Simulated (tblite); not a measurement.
## Si4NH11O: geometry relaxation

- system: Si4NH11O, SMILES N[Si@H](O[SiH3])[SiH2][SiH3]
- method: GFN2-xTB geometry optimisation, gas phase (tblite 0.8.0)

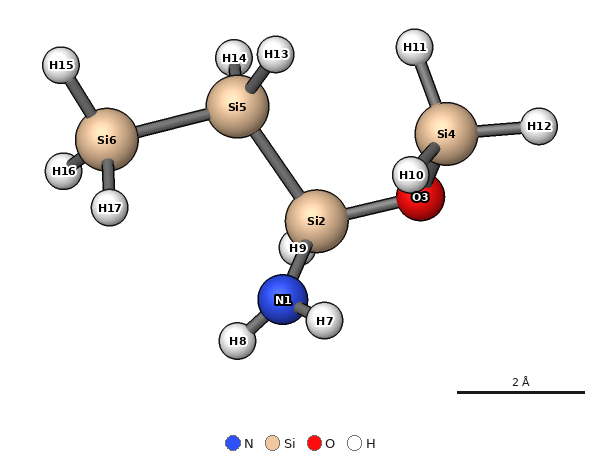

Figure 1. The input geometry (ball-and-stick view, seen at a tilt; atoms are numbered from 1 in the order of the input). Bond lengths as drawn: H–N 1.02 to 1.03 Å, H–Si 1.46 to 1.48 Å, N–Si 1.74 Å, O–Si 1.69 to 1.71 Å and Si–Si 2.22 to 2.25 Å.

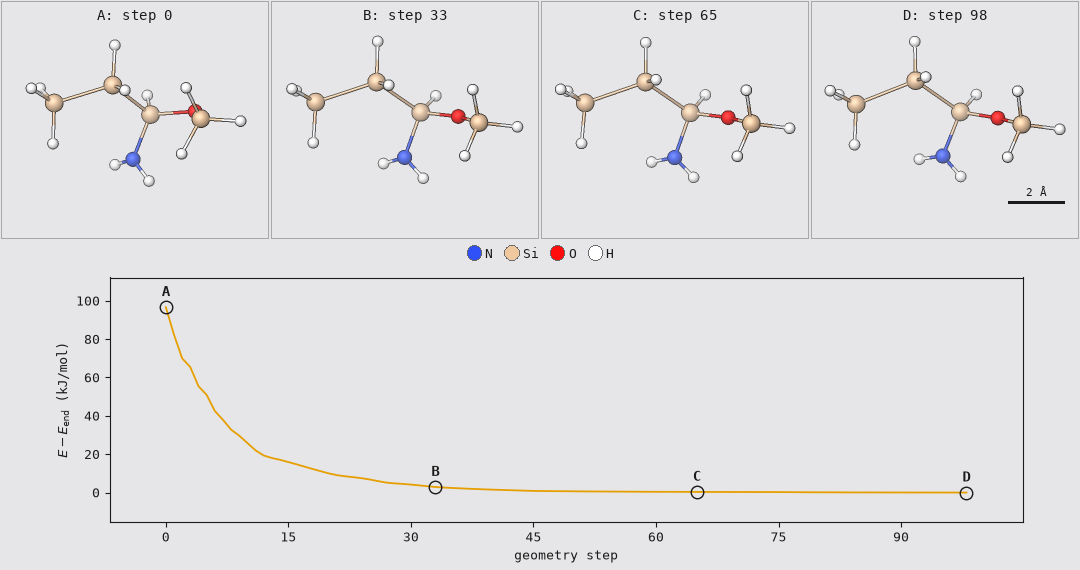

Figure 2. Frames of the relaxation (ball-and-stick view, seen at a tilt) above the curves, on which the letters mark them (steps are counted from 0).

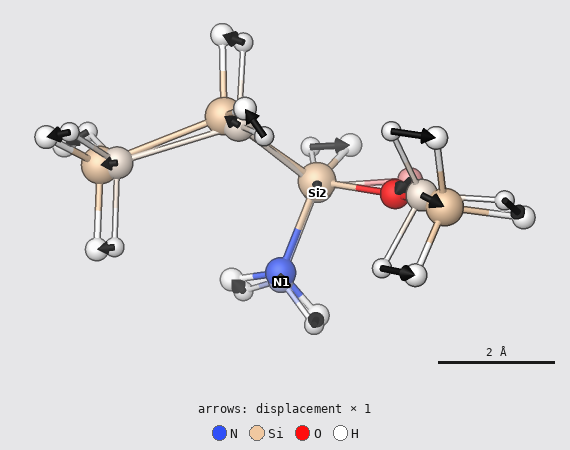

Figure 3. Start (faint) and end (solid) with the displacements as black arrows, at true length (ball-and-stick view, seen at a tilt). The two geometries are laid on each other by the best rigid fit. H11 moves most after the best rigid fit: 0.80 Å. Largest moves by element: H 0.80 Å, O 0.60 Å, Si 0.47 Å, N 0.13 Å. Among the contacts that change: O3–Si4 1.712 → 1.612 Å, Si5–Si6 2.217 → 2.317 Å, Si2–O3 1.694 → 1.629 Å, Si2–Si5 2.253 → 2.301 Å. Among the angles that change: Si2–O3–Si4 113.7° → 155.8°, Si5–Si2–H9 107.1° → 119.1°, N1–Si2–O3 115.9° → 104.9°. The energy falls by 96.7 kJ/mol in 98 geometry steps. Largest force component: 2.2 eV/Å at the start, 0.009 eV/Å at the end. (Atoms are counted from 1 in the order of the input.)

The input and output of the run follow.

### Input file
```
{"job": {"kind": "relax", "xc": "GFN2-xTB", "basis": "xTB"}, "charge": 0, "multiplicity": 1}
N      0.003900     1.925500    -0.701100
Si    -0.240000     0.287200    -1.246300
O     -1.850100    -0.177800    -1.491900
Si    -2.692400    -0.530800    -0.043700
Si     0.736100    -1.044000     0.287500
Si     2.558300    -0.131300     1.160100
H     -0.824200     2.474100    -0.433600
H      0.816300     2.443800    -1.046900
H      0.485300     0.096000    -2.506700
H     -2.482700     0.624400     0.857300
H     -2.233700    -1.782100     0.582800
H     -4.129800    -0.721900    -0.323900
H     -0.196100    -1.387100     1.362300
H      1.130700    -2.277800    -0.428100
H      3.041800    -0.907900     2.318600
H      3.598500    -0.140100     0.123500
H      2.271000     1.261900     1.520100
```

The first line tells a small driver script what to run in tblite; the rest is the geometry in Å.

Launch command:
```bash
OMP_NUM_THREADS=1 python <driver script> task.json out
```

### Output
```
step      E/eV     max force
  0    -532.87948    2.209
  1    -533.02842    1.523
  2    -533.15606    0.961
  3    -533.20379    0.728
  4    -533.30698    0.623
  5    -533.35384    0.744
  6    -533.44056    0.649
  7    -533.48867    0.657
  8    -533.54190    0.529
  9    -533.57455    0.496
 10    -533.61432    0.503
 11    -533.65407    0.498
 12    -533.68150    0.458
 13    -533.69484    0.284
 14    -533.70484    0.264
 15    -533.71663    0.281
 16    -533.72884    0.353
 17    -533.74176    0.336
 18    -533.75441    0.270
 19    -533.76655    0.277
 20    -533.77845    0.238
 21    -533.78785    0.197
 22    -533.79383    0.189
 23    -533.79866    0.206
 24    -533.80403    0.190
 25    -533.81114    0.198
 26    -533.81988    0.239
 27    -533.82763    0.197
 28    -533.83191    0.142
 29    -533.83476    0.124
 30    -533.83831    0.153
 31    -533.84262    0.222
 32    -533.84728    0.211
 33    -533.85138    0.190
 34    -533.85434    0.162
 35    -533.85651    0.141
 36    -533.85865    0.141
 37    -533.86069    0.105
 38    -533.86246    0.117
 39    -533.86419    0.156
 40    -533.86578    0.156
 41    -533.86718    0.109
 42    -533.86845    0.084
 43    -533.86984    0.103
 44    -533.87140    0.105
 45    -533.87253    0.075
 46    -533.87314    0.043
 47    -533.87360    0.048
 48    -533.87396    0.054
 49    -533.87432    0.050
 50    -533.87474    0.046
 51    -533.87517    0.043
 52    -533.87547    0.043
 53    -533.87575    0.029
 54    -533.87597    0.039
 55    -533.87616    0.039
 56    -533.87639    0.040
 57    -533.87669    0.048
 58    -533.87700    0.039
 59    -533.87724    0.033
 60    -533.87737    0.027
 61    -533.87746    0.021
 62    -533.87756    0.025
 63    -533.87768    0.028
 64    -533.87784    0.034
 65    -533.87800    0.035
 66    -533.87812    0.020
 67    -533.87819    0.020
 68    -533.87824    0.017
 69    -533.87831    0.030
 70    -533.87843    0.040
 71    -533.87857    0.034
 72    -533.87868    0.019
 73    -533.87875    0.015
 74    -533.87881    0.022
 75    -533.87893    0.037
 76    -533.87914    0.048
 77    -533.87946    0.052
 78    -533.87978    0.043
 79    -533.87996    0.028
 80    -533.88006    0.028
 81    -533.88016    0.026
 82    -533.88034    0.042
 83    -533.88056    0.041
 84    -533.88072    0.029
 85    -533.88079    0.021
 86    -533.88082    0.016
 87    -533.88087    0.022
 88    -533.88094    0.021
 89    -533.88103    0.027
 90    -533.88112    0.022
 91    -533.88116    0.012
 92    -533.88118    0.011
 93    -533.88120    0.014
 94    -533.88125    0.024
 95    -533.88133    0.030
 96    -533.88141    0.026
 97    -533.88146    0.013
 98    -533.88148    0.010
```

### Trajectory as extended XYZ (Å, eV, eV/Å), 6 of the 99 frames kept, from step=0 to step=98
```
17
Properties=species:S:1:pos:R:3:forces:R:3 step=0 energy=-532.87948
N     0.0039    1.9255   -0.7011   -0.5230  -0.0900  -0.0890
Si   -0.2400    0.2872   -1.2463   -0.3590   0.1980  -0.6600
O    -1.8501   -0.1778   -1.4919    0.3250   0.1340   2.1810
Si   -2.6924   -0.5308   -0.0437   -0.1480   0.2740  -1.0980
Si    0.7361   -1.0440    0.2875   -0.6590  -0.8490  -0.3540
Si    2.5583   -0.1313    1.1601    1.0030   0.2950   0.5170
H    -0.8242    2.4741   -0.4336    0.9980  -0.1280  -0.4290
H     0.8163    2.4438   -1.0469   -0.9650  -0.1350   0.2950
H     0.4853    0.0960   -2.5067   -0.4210   0.1090  -0.2930
H    -2.4827    0.6244    0.8573   -0.0840  -0.2670  -0.1610
H    -2.2337   -1.7821    0.5828   -0.0680   0.2270  -0.2620
H    -4.1298   -0.7219   -0.3239    0.4080   0.2130  -0.2650
H    -0.1961   -1.3871    1.3623    0.1110  -0.2670   0.1790
H     1.1307   -2.2778   -0.4281   -0.1190  -0.1050   0.2210
H     3.0418   -0.9079    2.3186    0.0990   0.3160  -0.1130
H     3.5985   -0.1401    0.1235    0.1430   0.1150   0.1910
H     2.2710    1.2619    1.5201    0.2590  -0.0390   0.1400
17
Properties=species:S:1:pos:R:3:forces:R:3 step=20 energy=-533.77845
N    -0.0024    1.8438   -0.6720   -0.0590   0.0820  -0.0570
Si   -0.1775    0.2339   -1.2829    0.0170  -0.1370   0.0610
O    -1.7841   -0.0534   -1.1523   -0.0630  -0.1180   0.1660
Si   -2.8757   -0.4705   -0.0352   -0.0640   0.0580   0.0300
Si    0.9225   -1.1162    0.2424   -0.1220   0.0160  -0.0500
Si    2.7636   -0.1254    1.2235   -0.1880  -0.0800  -0.1020
H    -0.8526    2.3822   -0.6841   -0.1610   0.0890   0.0480
H     0.7346    2.4411   -1.0012    0.2310  -0.0550   0.0060
H    -0.0617    0.1104   -2.7407    0.0710  -0.0230  -0.0290
H    -2.8444    0.5162    1.0522   -0.0470  -0.0280  -0.0680
H    -2.5116   -1.7822    0.5143   -0.1070   0.0580  -0.1100
H    -4.1288   -0.4439   -0.7881    0.0660  -0.0340   0.0560
H    -0.0087   -1.4781    1.3360    0.0290   0.0090  -0.0200
H     1.2000   -2.4506   -0.3322    0.0870   0.0630  -0.0250
H     3.2911   -0.7921    2.4061    0.0750  -0.0800   0.1250
H     3.8670   -0.0456    0.2757    0.2090   0.0340  -0.0960
H     2.4616    1.2425    1.6286    0.0280   0.1480   0.0640
17
Properties=species:S:1:pos:R:3:forces:R:3 step=39 energy=-533.86419
N    -0.0355    1.8553   -0.7291   -0.0420   0.0040   0.0200
Si   -0.2329    0.2143   -1.2283   -0.0710  -0.0190   0.0370
O    -1.8125   -0.1164   -0.9848   -0.0500  -0.0060   0.0180
Si   -3.0680   -0.4742   -0.0351   -0.0450   0.0250  -0.0050
Si    1.0194   -1.0559    0.2208   -0.0060  -0.1260   0.0920
Si    2.8721   -0.0942    1.2189    0.0190   0.0150   0.0130
H    -0.7958    2.5042   -0.8661    0.0360  -0.0420  -0.0400
H     0.8445    2.3182   -0.8770    0.0240   0.0230  -0.0010
H    -0.1484   -0.0184   -2.6766    0.0040   0.0150  -0.0410
H    -3.1109    0.4815    1.0716    0.0110   0.0130   0.0110
H    -2.9016   -1.8380    0.4715    0.0280   0.0240  -0.0430
H    -4.2429   -0.3429   -0.8980    0.0720  -0.0070  -0.0050
H     0.1364   -1.5483    1.3030    0.0330   0.0060  -0.0010
H     1.4370   -2.3317   -0.4046    0.0090   0.0670  -0.0410
H     3.3616   -0.8303    2.3881    0.0020   0.0040   0.0030
H     4.0348    0.0134    0.3290   -0.0100  -0.0160  -0.0330
H     2.6354    1.2754    1.6869   -0.0130   0.0200   0.0150
17
Properties=species:S:1:pos:R:3:forces:R:3 step=59 energy=-533.87724
N    -0.0397    1.8468   -0.7274    0.0230   0.0060   0.0040
Si   -0.2554    0.1933   -1.1779    0.0110   0.0130   0.0280
O    -1.8398   -0.0979   -0.9338   -0.0020   0.0040  -0.0100
Si   -3.1326   -0.4528   -0.0375    0.0130  -0.0080   0.0220
Si    1.0361   -1.0642    0.2538    0.0140  -0.0180   0.0020
Si    2.8890   -0.0769    1.2331    0.0010   0.0090  -0.0050
H    -0.7547    2.5061   -0.9918   -0.0110   0.0090  -0.0010
H     0.8664    2.2755   -0.8186    0.0000  -0.0150   0.0030
H    -0.1656   -0.0573   -2.6263   -0.0080  -0.0090   0.0020
H    -3.2021    0.4764    1.0909    0.0020   0.0020  -0.0090
H    -2.9758   -1.8301    0.4337   -0.0150   0.0150  -0.0140
H    -4.2601   -0.2907   -0.9521    0.0030  -0.0080   0.0010
H     0.2197   -1.6641    1.3285   -0.0160  -0.0010  -0.0040
H     1.5131   -2.2587   -0.4758    0.0080  -0.0080  -0.0030
H     3.4156   -0.8066    2.3915   -0.0070   0.0150  -0.0150
H     4.0163    0.0178    0.2958   -0.0060   0.0100   0.0060
H     2.6626    1.2953    1.7040   -0.0070  -0.0130  -0.0060
17
Properties=species:S:1:pos:R:3:forces:R:3 step=78 energy=-533.87978
N    -0.0039    1.8301   -0.7115    0.0410  -0.0110   0.0050
Si   -0.2469    0.1794   -1.1589   -0.0160   0.0090  -0.0230
O    -1.8355   -0.0836   -0.9102    0.0000  -0.0110   0.0050
Si   -3.1404   -0.4392   -0.0327    0.0080  -0.0100   0.0050
Si    1.0426   -1.0998    0.2539   -0.0160  -0.0180  -0.0180
Si    2.8695   -0.0580    1.2214   -0.0120   0.0080  -0.0090
H    -0.7022    2.5010   -0.9903   -0.0110   0.0200   0.0030
H     0.9124    2.2402   -0.7902   -0.0200  -0.0190   0.0000
H    -0.1754   -0.0687   -2.6097    0.0060  -0.0050   0.0100
H    -3.2175    0.4862    1.0969   -0.0010   0.0100   0.0080
H    -3.0070   -1.8206    0.4324    0.0050   0.0070  -0.0060
H    -4.2547   -0.2722   -0.9613   -0.0120   0.0050  -0.0070
H     0.2209   -1.7264    1.3094    0.0080   0.0100   0.0060
H     1.5363   -2.2788   -0.4892    0.0100   0.0000  -0.0050
H     3.4308   -0.7668    2.3750    0.0010   0.0220   0.0030
H     3.9849    0.0826    0.2754   -0.0050   0.0040   0.0060
H     2.5791    1.3065    1.6798    0.0150  -0.0200   0.0170
17
Properties=species:S:1:pos:R:3:forces:R:3 step=98 energy=-533.88148
N     0.0317    1.7966   -0.7012    0.0010   0.0010  -0.0070
Si   -0.2525    0.1573   -1.1651   -0.0020   0.0000   0.0020
O    -1.8420   -0.0832   -0.9026   -0.0020   0.0020   0.0010
Si   -3.1535   -0.4231   -0.0287    0.0010  -0.0040   0.0000
Si    1.0481   -1.1216    0.2378    0.0000  -0.0010   0.0030
Si    2.8448   -0.0355    1.2176   -0.0030  -0.0030  -0.0030
H    -0.6481    2.4939   -0.9615   -0.0050   0.0000  -0.0040
H     0.9591    2.1802   -0.7767   -0.0030  -0.0010  -0.0040
H    -0.1974   -0.0881   -2.6163    0.0020   0.0040   0.0000
H    -3.2235    0.5044    1.1004    0.0020   0.0000  -0.0030
H    -3.0312   -1.8065    0.4316    0.0010  -0.0030   0.0080
H    -4.2675   -0.2485   -0.9579    0.0040   0.0090   0.0010
H     0.2425   -1.7653    1.2946   -0.0020  -0.0040   0.0000
H     1.5707   -2.2842   -0.5107    0.0060  -0.0020   0.0000
H     3.4413   -0.7293    2.3627   -0.0020  -0.0020  -0.0010
H     3.9481    0.1524    0.2658    0.0030   0.0050   0.0000
H     2.5224    1.3124    1.7003   -0.0020  -0.0020   0.0080
```

### Summary

```json
{"quantity": "outcome", "value": "converged"}
{"quantity": "total energy", "value": "−533.8815 eV"}
{"quantity": "hardware", "value": "1 CPU thread, shared host"}
{"quantity": "wall time", "value": "4.7 s"}
{"quantity": "peak memory", "value": "0.18 GiB"}
```
